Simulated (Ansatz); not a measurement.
```xyz
4

Si    0.7340    1.7076   -0.2577
Si   -0.8304    0.4455    0.8575
Si   -0.9742   -1.5915   -0.1977
Si    1.0706   -0.5616   -0.4021
```

Geometry: r2SCAN-D4/def2-TZVP.

These are results of UKS PBE0-D4/def2-TZVP (Ansatz 0.2.0), not measurements.

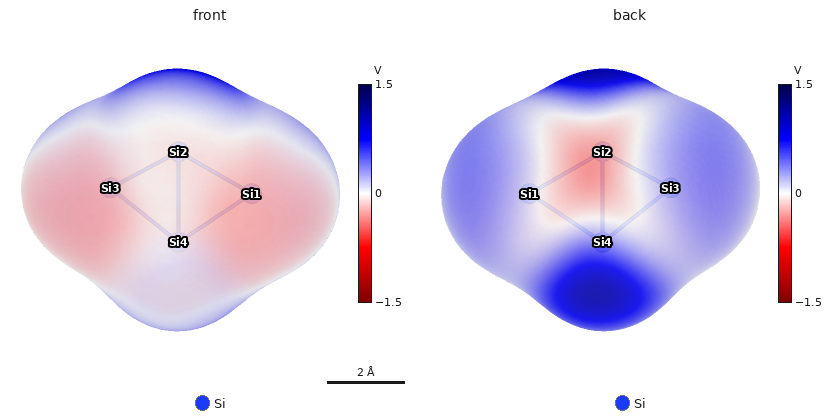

Si4 (quintet). The electrostatic potential painted on the density surface at 0.001 e/bohr³, seen from the front and from behind; the colour scale runs from red (negative) to blue (positive).

Question: Where is the surface potential most negative and most positive?

Answer: The most negative region (about −0.3 V) lies over Si1 and Si3, the most positive (about +1.0 V) over Si2 and Si4.
